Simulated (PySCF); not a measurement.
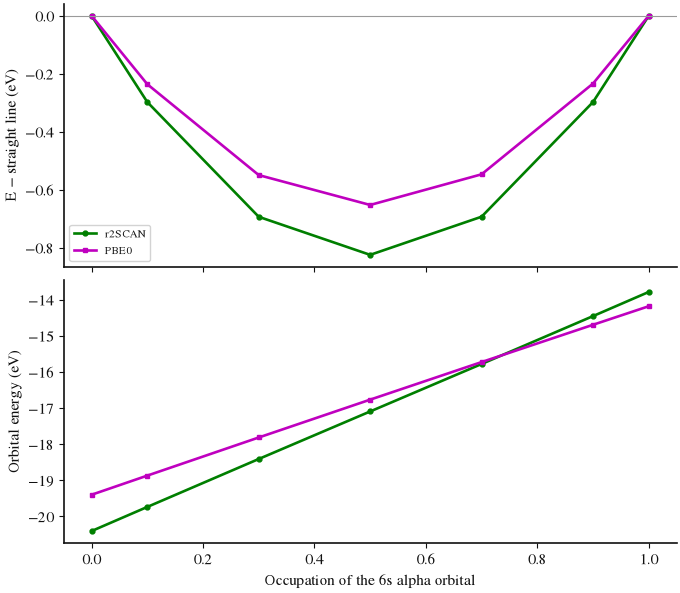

One 6s alpha orbital of Re⁺ ([Xe] 4f¹⁴ 5d⁵ 6s) is emptied in steps. The plot gives the energy less the straight line between the integer ends; the lower panel gives the orbital energy. PySCF, def2-TZVPPD with a 60-electron core potential, unrestricted single determinants, no spin-orbit coupling.

> Describe the curvature of each method.

r2SCAN: convex (delocalisation error), largest departure −0.82 eV, removal energy 17.10 eV, orbital energy from −13.8 eV when full to −20.4 eV when empty; PBE0: convex (delocalisation error), largest departure −0.65 eV, removal energy 16.78 eV, orbital energy from −14.2 eV when full to −19.4 eV when empty. The NIST semi-empirical removal energy is 16.60 eV. The exact energy is a straight line between whole electron numbers.
